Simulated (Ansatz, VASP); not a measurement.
**Te: VASP beside Ansatz**

One calculation is typed for both programs; each brings its own data sets and cutoff. How far apart do they land? The cell comes out of the VASP series on this material, whose earlier steps may have relaxed, scaled or displaced it; both programs get it as it stands.

Main program and level: Ansatz 0.2.0; plane waves, with VASP 6.6.1 beside it; relaxation of cell and atoms at r2SCAN with rVV10.

**1. Set-up**

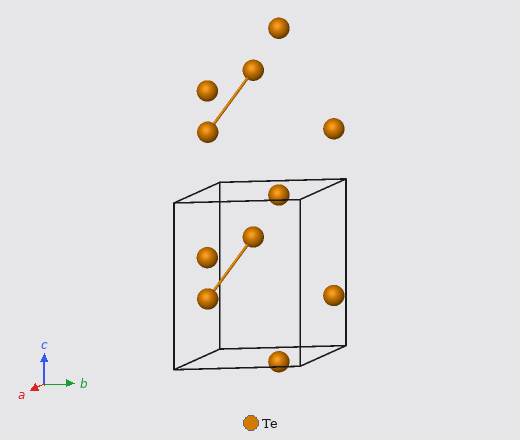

The starting structure, seen slightly off an axis (tellurium orange). 1×1×2 cells are drawn. Bonds to atoms that aren't drawn are left out. Some periodic images of atoms are drawn too.

**2. Ansatz: relaxation of cell and atoms, r2SCAN with rVV10**

Ansatz runs on its default PAW (the set named soft_2) files.

The relaxed volume is the usual yardstick between codes: its relative difference is about their pressure difference at one cell divided by the bulk modulus.

Input file input.yaml:

```yaml
crystal:
  lattice:
    - [4.4833029524, 0.0, 0.0]
    - [-2.2416514762, 3.8826542496, 0.0]
    - [0.0, 0.0, 5.9449296644]
  atoms:
    - { symbol: Te, position: [0.2646617998, 0.0, 0.3333333333] }
    - { symbol: Te, position: [0.0, 0.2646617998, 0.6666666667] }
    - { symbol: Te, position: [0.7353382002, 0.7353382002, 0.0] }
hamiltonian:
  xc: r2scan
  pseudopotentials: { kind: paw }
  dispersion: rvv10
kpoints:
  mp_grid: { grid: [6, 6, 4] }
scf:
  occupations: { method: gaussian, width: 0.05 }
relax:
  f_tol: 0.01
  max_steps: 60
  cell: { stress_tol: 0.05 }
output:
  forces: true
  stress: true
```

On the command line:

```console
$ ansatz run input.yaml --threads 4 --pin off --max-ram 9216MiB --backend cpu --events-out ev --progress --plain --runs-dir out
```

Numbers of over 12 decimals in the logs are rounded to 6 here.

What it wrote:

```text
Engine: ansatz 0.2.0, x86_64-unknown-linux-gnu
Pseudopotentials: kind: paw
Pseudopotential: Te, paw, valence charge 16, recommended cutoff 500 eV (meta_gga), Te.paw.azcp
Functional definition: r2SCAN+rVV10
  parameter k0 = 0.174
  parameter k1 = 0.065
  parameter a1 = 4.9479
  exchange = r2scan_x(k0 = k0, k1 = k1, a1 = a1)
  correlation = r2scan_c + rvv10(11.95, 0.0093)
Crystal: 3 atoms, lattice volume = 103.484 Å³
Basis set: ecut = 500 eV, 2655 PW (Γ), exchange–correlation on 160×160×200 points (64 copies of the dense FFT grid, shifted against one another)
Bands: 29, of which v1, the nominal top of the filled ones, is band 24 counted from 1 (23 counted from 0)
Symmetry: 6 space group operations
Space group: P3121 (ITA 152), of the structure as read, at distance tolerance 4.7e-5 Å
k-points: 24 of 144 (time reversal used)
Non-local potential: Te, projectors of the file, l = 0: 2, l = 1: 2, l = 2: 2, l = 3: 2
PAW form: soft (Blöchl's): semilocal exchange-correlation on the pseudo side does not see the compensation charge
rVV10 density: all electrons in the spheres
PAW frozen core: Te, regenerated for the run's functional (the file was generated under x = pbe(κ = 0.804, μ = 0.219515), c = pbe(β = 0.066725))
PAW one-centre angular grid: Te, 590 points (default); XC on 160 Gauss nodes
Initial density: superposition of atomic densities (neutral atoms: chi_scale 0, normalization atom), corrected by the library's trained network
Initial wavefunctions: pseudopotential atomic-orbital guess
Functional: x = r2scan, c = r2scan + rvv10(b = 11.95, C = 0.0093); τ floored in thin density (d = 2e-4 eV/Å³)
SCF iter   1: F=—  HF=-20978.424650 eV  |F-HF|=—  |Δ(HF+E_count)|=         —  Δρ=3.26e-3  dr2=9.80e-3  dr2_τ=2.83e-3  ethr=1.77e-3  ⟨swp⟩=7.4  Hψ=3280  notcnv=0
preconditioner: auto → Resta (q_TF=auto, 2.400 Å⁻¹)  ε∞=3.9  [insulator: Δε(μ)=0.352 eV  Ē_g=9.073 eV  σ=0.050 eV  W_gap=1.00  n_scr=22 (ndim 8)  ℏωp=15.5 eV  f_vac=0.030  D(μ)=0.00/eV (n_scr^D=0)  ε∞_Penn≈3.9]
SCF iter   2: F=—  HF=-20978.434935 eV  |F-HF|=—  |Δ(HF+E_count)|=   1.03e-2  Δρ=1.92e-3  dr2=2.83e-3  dr2_τ=4.42e-5  ethr=2.04e-5  ⟨swp⟩=2.0  Hψ=1196  notcnv=0  defer=23
SCF iter   3: F=—  HF=-20978.435957 eV  |F-HF|=—  |Δ(HF+E_count)|=   1.02e-3  Δρ=4.55e-4  dr2=1.12e-4  dr2_τ=1.36e-5  ethr=5.91e-6  ⟨swp⟩=2.0  Hψ=1345  notcnv=0  defer=23
SCF iter   4: F=—  HF=-20978.435906 eV  |F-HF|=—  |Δ(HF+E_count)|=   5.06e-5  Δρ=1.47e-4  dr2=1.37e-5  dr2_τ=2.83e-7  ethr=2.33e-7  ⟨swp⟩=2.0  Hψ=1249  notcnv=0  defer=23
SCF iter   5: F=—  HF=-20978.435929 eV  |F-HF|=—  |Δ(HF+E_count)|=   2.21e-5  Δρ=2.51e-5  dr2=5.82e-7  dr2_τ=2.31e-8  ethr=2.85e-8  ⟨swp⟩=2.0  Hψ=1249  notcnv=0  defer=23
SCF iter   6: F=-20978.435929 eV  HF=-20978.435929 eV  |F-HF|=1.91e-8  |Δ(HF+E_count)|=   6.11e-7  Δρ=6.72e-6  dr2=5.50e-8  dr2_τ=2.25e-9  ethr=2.08e-10  ⟨swp⟩=5.9  Hψ=2770  notcnv=0
SCF 1 converged in 6 iterations: F = -20978.435929 eV  dr2 = 5.50e-8
  greatest PAW one-centre occupation: 0.997 electrons in one spin orbital (limit 2), on the Te atom at site 1 (counted from 0), in its partial waves of l = 2
relax step   1: F+E_penalty+E_count = -20978.43592915 eV  Δ(F+E_penalty+E_count) = +0.000e0 eV  max|allowed force component| = 4.093e-2 eV/Å  Δτ_max = 0.0000 Å  P = -0.241 GPa  Ω = 103.484 Å³  (6 SCF iters, dr2 threshold 1.00e-7 eV, accepted)
[...]
relax step   2: F+E_penalty+E_count = -20978.43616652 eV  Δ(F+E_penalty+E_count) = -2.374e-4 eV  max|allowed force component| = 2.733e-2 eV/Å  Δτ_max = 0.0045 Å  P = +0.215 GPa  Ω = 102.783 Å³  energy of the carried Pulay correction = +7.586e-5 eV  (5 SCF iters, dr2 threshold 2.15e-7 eV, accepted)
[...]
relax step   3: F+E_penalty+E_count = -20978.43642391 eV  Δ(F+E_penalty+E_count) = -2.574e-4 eV  max|allowed force component| = 1.398e-3 eV/Å  Δτ_max = 0.0014 Å  P = +0.002 GPa  Ω = 103.130 Å³  energy of the carried Pulay correction = +3.829e-5 eV  (4 SCF iters, dr2 threshold 1.94e-7 eV, accepted)
[...]
relax step   4: F+E_penalty+E_count = -20978.43638098 eV  Δ(F+E_penalty+E_count) = +4.293e-5 eV  max|allowed force component| = 1.587e-3 eV/Å  Δτ_max = 0.0000 Å  P = +0.002 GPa  Ω = 103.130 Å³  stress off target by 2.78e-3 GPa  SCF on the basis re-selected at this cell (its energy is not comparable with the rows above)  (5 SCF iters)
basis re-selected at this cell: Δ(F+E_penalty+E_count) = +4.293e-5 eV, ΔP = -0.001 GPa vs the last step (what re-selecting the basis moved, of the pressure what is left beyond the Pulay correction that the steps carried, after the strain that the cell walked since its last selection, with what the two solves' SCF thresholds leave and, on support functions, any second-order correction that the steps lacked; it is no m [...]
SCF converged after 5 iterations
Free energy (F): -20978.436381 eV
Harris-Foulkes:  -20978.436381 eV  (|F-HF|=3.64e-12)
Internal energy: -20978.436381 eV  (E = F + TS)
E sigma→0 (E₀):  -20978.436381 eV
Fermi energy:    8.562211 eV
--- Per-component energies (eV) ---
  E_band       = -845.376839
  E_kinetic    = 538.768715
  E_local      = -3871.381159  (includes V_loc(G=0)·N_el)
  E_nonlocal   = -931.649793
  E_hartree    = 2451.829848
  E_xc         = -338.309809
  E_vxc        = -332.477455  (∫ρ·V_xc dr)
  E_paw        = -14058.410232  (= ΣΔE_a)
  E_vpaw       = -1172.757479  (= ΣTr[D̂ρ^β])
  E_aug_tail   = 0.000049  (compensation charges beyond the density's cutoff)
  E_vtau       = 20.460662  (kinetic-family band-sum trace: ∫τ·v_τ [+ j·A + Jᵃ·Aᵃ] dr)
  E_ewald      = -4770.138567
  E_core_change = 0.854566  (= ΣΔE_core)
  E_smearing   = -0.000000  (= −TS)
  E_closure    = 0.000000  (closes the sum)
  Σ components = -20978.436381   (vs F -20978.436381, Δ=0.00e0)
--- Forces (eV/Å), atoms counted from 1 ---
  atom   1  Te    -0.00158713    -0.00000000    -0.00000000
  atom   2  Te     0.00079356    -0.00137449    -0.00000000
  atom   3  Te     0.00079356     0.00137449     0.00000000
  max |Σ_I F_I| component: 8.10e-18 eV/Å
--- Stress (GPa, compression-positive) ---
        0.002785       0.000000       0.000000
        0.000000       0.002785       0.000000
        0.000000       0.000000       0.000146
  P = ⅓ Tr σ = 0.0019 GPa (0.019 kbar)
--- Relaxed structure (3 steps of the walk, 3 accepted, 1 SCFs on fresh bases) ---
  F+E_penalty+E_count = -20978.43638098 eV   max|allowed force component| = 1.587e-3 eV/Å   (the final SCF, on the basis selected at the relaxed cell)
  cell:  # Å, volume = 103.1298 Å³
    - [4.477359, 0.0, 0.0]
    - [-2.238680, 3.877507, 0]
    - [0.0, 0, 5.940318]
  atoms:
    - { symbol: Te, position: [0.263965, 0, 0.333333] }
    - { symbol: Te, position: [0, 0.263965, 0.666667] }
    - { symbol: Te, position: [0.736035, 0.736035, 0] }
```

The job ended after 30 s (4 threads of Intel Xeon Platinum 8259CL at 2.50GHz (Skylake/Cascade Lake), shared host; peak memory 0.78 GiB; 1.9 min of CPU time).

**3. VASP: relaxation of cell and atoms, r2SCAN with rVV10**

The same cell, functional, mesh and smearing now go to VASP, with its own data sets and cutoff.

Lines of VASP's logs that name or quote its potential files are left out, and so is its time.

Input file INCAR:

```
SYSTEM = Te
PREC = Accurate
ENCUT = 400
EDIFF = 1E-06
NELM = 100
ISMEAR = 0
SIGMA = 0.05
LREAL = .FALSE.
ALGO = Normal
METAGGA = R2SCAN
LUSE_VDW = .TRUE.
IVDW_NL = 2
BPARAM = 11.95
CPARAM = 0.0093
LASPH = .TRUE.
NBANDS = 15
LORBIT = 11
LWAVE = .FALSE.
LCHARG = .FALSE.
KPAR = 2
IBRION = 2
NSW = 60
ISIF = 3
EDIFFG = -0.01
```

Input file POSCAR:

```
Te
1.0
    4.4833029524      0.0000000000      0.0000000000
   -2.2416514762      3.8826542496      0.0000000000
    0.0000000000      0.0000000000      5.9449296644
Te
3
Direct
    0.2646617998      0.0000000000      0.3333333333
    0.0000000000      0.2646617998      0.6666666667
    0.7353382002      0.7353382002      0.0000000000
```

Input file KPOINTS:

```
Automatic mesh
0
Gamma
6 6 4
0 0 0
```

The projector-augmented-wave data sets are Te (PBE family, release 64).

On the command line:

```console
$ mpirun -np 2 vasp_std
```

What it wrote:

```text
[banner, memory and clock lines left out]
running    2 mpi-ranks, on    1 nodes
 distrk:  each k-point on    1 cores,    2 groups
 distr:  one band on    1 cores,    1 groups

 POSCAR found type information on POSCAR Te
 POSCAR found :  1 types and       3 ions
|                                                                             |
|               ----> ADVICE to this user running VASP <----                  |
|                                                                             |
|     You have switched on vdW-DFT.                                           |
|     This routine was written and supplied by Jiri Klimes. We recommend      |
|     that you carefully read and cite the following publications:            |
|       J. Klimes, D.R. Bowler, A. Michelides                                 |
|          J. Phys.: Cond Matt. 22 022201 (2010)                              |
|       J. Klimes, D.R. Bowler, A. Michelides                                 |
|          Phys. Rev. B. 83, 195131 (2011)                                    |
|     and references therein.                                                 |
|                                                                             |

|                                                                             |
|               ----> ADVICE to this user running VASP <----                  |
|                                                                             |
|     You enforced a specific xc type in the INCAR file but a different       |
|     [... a line on the potential file left out ...]
|     I HOPE YOU KNOW WHAT YOU ARE DOING!                                     |
|                                                                             |

 LDA part: xc-table for (None), standard interpolation
 POSCAR, INCAR and KPOINTS ok, starting setup
 FFT: planning ... GRIDC
 FFT: planning ... GRID_SOFT
 FFT: planning ... GRID
 WAVECAR not read
 entering main loop
       N       E                     dE             d eps       ncg     rms          rms(c)
Total rVV10 correction in eV:      0.4842237    27.8910393
Total rVV10 correction in eV:      0.4842237    27.8910393
DAV:   1    -0.859190670753E+00   -0.85919E+00   -0.58069E+03   720   0.803E+02
DAV:   2    -0.745395678907E+02   -0.73680E+02   -0.70321E+02   995   0.132E+02
DAV:   3    -0.787627256984E+02   -0.42232E+01   -0.42098E+01   846   0.367E+01
DAV:   4    -0.788235535070E+02   -0.60828E-01   -0.60823E-01  1048   0.532E+00
DAV:   5    -0.788243159318E+02   -0.76242E-03   -0.76242E-03   888   0.510E-01    0.994E+00
Total rVV10 correction in eV:      0.4823080    27.8910391
Total rVV10 correction in eV:      0.4823080    27.8910391
DAV:   6    -0.757168027007E+02    0.31075E+01   -0.49888E-01   741   0.509E+00    0.736E+00
Total rVV10 correction in eV:      0.4924048    27.8910391
Total rVV10 correction in eV:      0.4924048    27.8910391
DAV:   7    -0.757392975662E+02   -0.22495E-01   -0.94249E-02   937   0.210E+00    0.249E+00
Total rVV10 correction in eV:      0.4894662    27.8910391
Total rVV10 correction in eV:      0.4894662    27.8910391
DAV:   8    -0.757361195439E+02    0.31780E-02   -0.15820E-02   811   0.770E-01    0.157E-01
Total rVV10 correction in eV:      0.4896902    27.8910391
Total rVV10 correction in eV:      0.4896902    27.8910391
DAV:   9    -0.757362207584E+02   -0.10121E-03   -0.68073E-04  1010   0.159E-01    0.102E-01
Total rVV10 correction in eV:      0.4903013    27.8910391
Total rVV10 correction in eV:      0.4903013    27.8910391
DAV:  10    -0.757363851824E+02   -0.16442E-03   -0.16410E-04   839   0.961E-02    0.386E-02
Total rVV10 correction in eV:      0.4905986    27.8910391
Total rVV10 correction in eV:      0.4905986    27.8910391
DAV:  11    -0.757364115906E+02   -0.26408E-04   -0.49292E-05   909   0.503E-02    0.201E-02
Total rVV10 correction in eV:      0.4906003    27.8910391
Total rVV10 correction in eV:      0.4906003    27.8910391
DAV:  12    -0.757364113623E+02    0.22829E-06   -0.45478E-06   867   0.135E-02
Total rVV10 correction in eV:      0.4906087    27.8910391
Total rVV10 correction in eV:      0.4906087    27.8910391
Total rVV10 correction in eV:      0.4906080    27.8910391
Total rVV10 correction in eV:      0.4906080    27.8910391
   1 F= -.75736411E+02 E0= -.75736411E+02  d E =-.757364E+02
 curvature:   0.00 expect dE= 0.000E+00 dE for cont linesearch  0.000E+00
 trial: gam= 0.00000 g(F)=  0.177E-05 g(S)=  0.198E-04 ort = 0.000E+00 (trialstep = 0.100E+01)
 search vector abs. value=  0.216E-04
 reached required accuracy - stopping structural energy minimisation
```

OUTCAR, selected parts (step 3):

```text
ion  position               nearest neighbor table
   1  0.265  0.000  0.333-   3 2.85   2 2.85   3 3.51   3 3.51   2 3.51   2 3.51
   2  0.000  0.265  0.667-   3 2.85   1 2.85   3 3.51   3 3.51   1 3.51   1 3.51
   3  0.735  0.735  0.000-   2 2.85   1 2.85   1 3.51   2 3.51   2 3.51   1 3.51

  LATTYP: Found a hexagonal cell.
 ALAT       =     4.4833029524
 C/A-ratio  =     1.3260156022

 Subroutine GETGRP returns: Found  6 space group operations
 (whereof  2 operations were pure point group operations)

The static configuration has the point symmetry C_2 .
 The point group associated with its full space group is D_3 .

 Found     24 irreducible k-points:

   k-points           NKPTS =     24   k-points in BZ     NKDIM =     24   number of bands    NBANDS=     15

   dimension x,y,z NGX =    30 NGY =   30 NGZ =   40
   dimension x,y,z NGXF=    60 NGYF=   60 NGZF=   80

   ENCUT  =  400.0 eV  29.40 Ry    5.42 a.u.   7.31  7.31  9.69*2*pi/ulx,y,z

   NELECT =      18.0000    total number of electrons

 k-points in reciprocal lattice and weights: Automatic mesh
   0.00000000  0.00000000  0.00000000       0.007
   0.16666667  0.00000000  0.00000000       0.042
   0.33333333  0.00000000  0.00000000       0.042
   0.50000000 -0.00000000  0.00000000       0.021
   0.16666667  0.16666667  0.00000000       0.042
   0.33333333  0.16666667  0.00000000       0.083
   0.33333333  0.33333333  0.00000000       0.014
   0.00000000  0.00000000  0.25000000       0.014
   0.16666667  0.00000000  0.25000000       0.042
[...]
0.33333333  0.16666667  0.50000000       0.083
   0.33333333  0.33333333  0.50000000       0.014

 average (electrostatic) potential at core
       1 -94.2489       2 -94.2489       3 -94.2489

 E-fermi :   5.7444

 k-point     1 :       0.0000    0.0000    0.0000
  band No.  band energies     occupation
    ...
      5       2.7110      2.00000
      6       2.7110      2.00000
      7       3.8688      2.00000
      8       3.8688      2.00000
      9       4.7538      2.00000
     10       6.7127      0.00000
     11       6.7127      0.00000
     12       7.3612      0.00000
     13      10.8924      0.00000
     14      10.8924      0.00000
    ...

 k-point     2 :       0.1667    0.0000    0.0000
  band No.  band energies     occupation
    ...
      5       2.0007      2.00000
      6       2.3568      2.00000
      7       4.2719      2.00000
      8       4.6052      2.00000
      9       4.7622      2.00000
     10       6.5732      0.00000
     11       6.6650      0.00000
     12       7.2463      0.00000
     13      10.3337      0.00000
     14      10.9290      0.00000
    ...

 k-point     3 :       0.3333    0.0000    0.0000
  band No.  band energies     occupation
    ...
      5       1.2603      2.00000
      6       1.8837      2.00000
      7       3.1812      2.00000
      8       4.5228      2.00000
      9       4.7074      2.00000
     10       6.6376      0.00000
     11       6.8135      0.00000
     12       8.5398      0.00000
     13       9.3045      0.00000
     14      11.8942      0.00000
    ...

  Total       -0.0201505     -0.0201505     -0.0205354      0.0000000      0.0000000      0.0000000
  in kB       -0.3119766     -0.3119766     -0.3179359      0.0000000      0.0000000      0.0000000
  external PRESSURE =      -0.3139630 kB  Pullay stress =       0.0000000 kB

  energy-cutoff  :      400.00
  volume of cell :      103.48
      direct lattice vectors                 reciprocal lattice vectors
     4.483302952  0.000000000  0.000000000     0.223049839  0.128777884  0.000000000
    -2.241651476  3.882654250  0.000000000     0.000000000  0.257555769  0.000000000
     0.000000000  0.000000000  5.944929664     0.000000000  0.000000000  0.168210569

 POSITION                                       TOTAL-FORCE (eV/Angst)
 -----------------------------------------------------------------------------------
      1.18656      0.00000      1.98164        -0.003499      0.000000      0.000000
     -0.59328      1.02759      3.96329         0.001750     -0.003030     -0.000000
      1.64837      2.85506      0.00000         0.001750      0.003030      0.000000
 -----------------------------------------------------------------------------------
    total drift:                                0.000000      0.000000      0.000000

  FREE ENERGIE OF THE ION-ELECTRON SYSTEM (eV)
  ---------------------------------------------------
  free  energy   TOTEN  =       -75.7364113623 eV

  energy  without entropy=      -75.7364113485  energy(sigma->0) =      -75.73641136

 reached required accuracy - stopping structural energy minimisation

 total charge
# of ion       s       p       d       tot
------------------------------------------
    1        1.435   1.836   0.043   3.314
    2        1.435   1.836   0.043   3.314
    3        1.435   1.836   0.043   3.314
--------------------------------------------------
tot          4.304   5.508   0.130   9.942

[... 3 further parts left out ...]
```

**4. Comparison**

Known differences besides the PAW data sets themselves: VASP keeps PBE cores, Ansatz makes them for the functional; both relaxations stop at a tolerance, which leaves soft axes loose, and VASP keeps its plane-wave basis; the data sets hold 48 valence electrons in Ansatz (default PAW (the set named soft_2) files) and 18 in VASP; the cutoff is 500 eV in Ansatz and 400 eV in VASP; Ansatz adds a Pulay correction to the stress that steers its cell, VASP none. Total energies have different zeros and are not compared.

Compared:

| quantity | Ansatz | VASP | difference |
| --- | --- | --- | --- |
| volume (Å³) | 103.13 | 103.48 | -0.34 % |
| edge a after relaxation, in the typed setting (Å) | 4.477 | 4.483 | -0.13 % |
| edge c after relaxation, in the typed setting (Å) | 5.940 | 5.945 | -0.08 % |

The walks stopped with 0.00 GPa left in Ansatz and -0.03 GPa in VASP; each walk ends within a tolerance, so the volume difference is uncertain by about these residues over the bulk modulus, most in soft cells.

**5. Summary of results**

| Property | Result |
| --- | --- |
| difference in volume (relaxation of cell and atoms, r2SCAN with rVV10) | -0.34 % |

The difference in volume is -0.34 % (relaxation of cell and atoms, r2SCAN with rVV10), within the 1.2 % picked in this series as the mark of a large difference, as far as the stopping tolerances let one tell. Differences of this kind measure data sets and numerical settings, not the functional's error against experiment.

[Lines on the potential files, build, host, timing and source positions are cut from VASP's logs without a mark.]

[Logs are printed without paths, hosts, clocks, repeated set-up lines and the standing remarks that a program may print on its own settings, such as how far it seeks lower states.]

[Hosts, paths, dates, database ids (printed as entryN), source tags and the programs' standing remarks are cut or masked in the printed files.]
